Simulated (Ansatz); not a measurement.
What x(Sn) = 0.375, 8 atoms, Cm does to Ge

Take Ge in the diamond structure (space group Fd-3m, No. 227; a = 5.676 Å) as the base.

The other end (x = 1) is Sn in the diamond structure (space group Fd-3m, No. 227): 34.97 Å³/atom, gap zero.

It is then changed as follows: a fraction x = 0.375 of the Ge sites is given to Sn, ordered in a cell of 8 atoms (starting symmetry Cm) and fully relaxed.

The values are results of PBEsol/PAW in Ansatz (a first-principles code), no spin-orbit coupling, not measurements. k-mesh 12×12×7 (Γ-centred); smearing 0.05 eV (Fermi–Dirac), for the changed cell.

The volume per atom increases by 4.26 Å³ (22.86 Å³ → 27.12 Å³) and the density grows by 0.23 g/cm³ to 5.51 g/cm³. The shortest interatomic distance increases by 0.009 Å to 2.467 Å and the band gap remains zero. The mixing energy comes out as +0.04 eV/atom (to 0.01 eV only: unlike meshes or grids) and the deviation of the volume from the linear (Vegard-type) interpolation is -1.0 %.

Final structure:

```yaml
crystal:
  lattice:
    - [7.03940, -2.12416, 0.00000]
    - [7.03940, 2.12416, 0.00000]
    - [-1.27419, 0.00000, 7.25388]
  atoms:
    - { symbol: Sn, position: [0.12471, 0.12471, 0.37528] }
    - { symbol: Ge, position: [0.62542, 0.62542, 0.87508] }
    - { symbol: Sn, position: [0.37331, 0.37331, 0.11861] }
    - { symbol: Sn, position: [0.87654, 0.87654, 0.63059] }
    - { symbol: Ge, position: [0.68571, 0.68571, 0.57683] }
    - { symbol: Ge, position: [0.18220, 0.18220, 0.04686] }
    - { symbol: Ge, position: [0.93461, 0.93461, 0.31176] }
    - { symbol: Ge, position: [0.44750, 0.44750, 0.81499] }
```

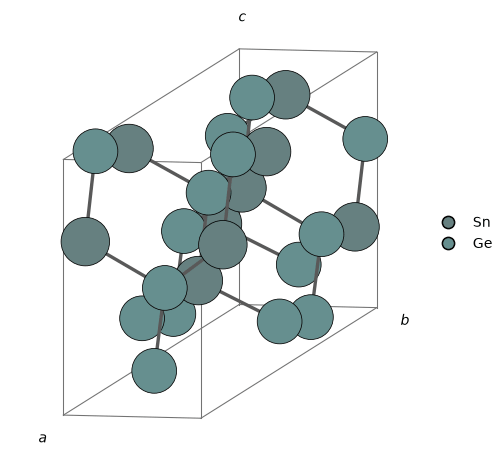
Figure. The relaxed conventional cell after the change

Cost of the whole job for the changed cell (relaxation, final SCF and bands): very roughly 26 core-minutes.

These are small ordered cells, not random alloys; other orderings at the same x differ. Stability against distortions was not tested. The final runs are not spin-polarised. The zero or small gap of Ge can change with the level of theory.
